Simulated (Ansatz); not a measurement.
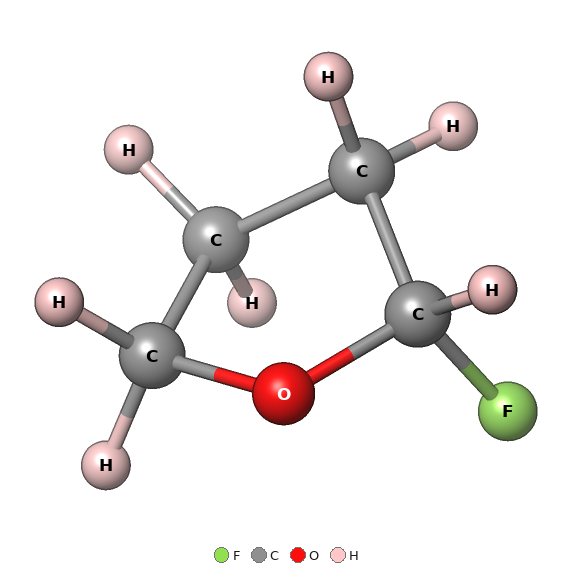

Depth is shown by fading: the farther an atom, the more it takes the colour of the background. The computed structure is the end point of a PBE0-D4/def2-TZVP optimisation. No frequency run is at hand to confirm it as a minimum.

**Which symmetry elements does this geometry have?**

It has no symmetry element but the identity, so the point group is C1. The group has 1 operation. The geometry is chiral, and symmetry allows a dipole moment.
